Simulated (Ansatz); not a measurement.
## Profile along the Sr–Sr line in Sr (fcc, Cu type)

Sr (fcc, Cu type)

```
CELL_PARAMETERS angstrom
      0.00000     3.04995     3.04995
      3.04995     0.00000     3.04995
      3.04995     3.04995     0.00000
ATOMIC_POSITIONS crystal
  Sr 0.00000 0.00000 0.00000
```

Fields along a shortest Sr–Sr line of a {111} plane (4.31 Å), from Sr to Sr, interpolated on the slice's grid (step about 0.3 Å). Method: r2SCAN (plane waves to 500 eV, PAW, scalar-relativistic; Ansatz, a program for electronic structure). k mesh 13×13×13. Near the nuclei the fields are pseudised (PAW); where an atom keeps semicore shells as valence, they peak there. Sr was relaxed with its symmetry unable to fall.

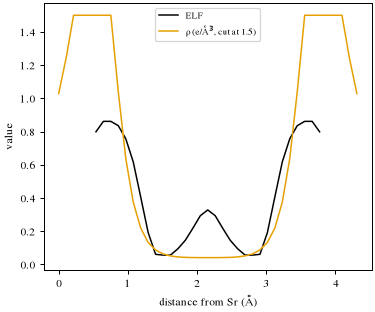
Figure. ELF (away from the nuclei) and valence density from Sr to Sr.

Density on the Sr–Sr line (4.31 Å) at its midpoint: 0.04 e/Å³. ELF at that point: 0.33.
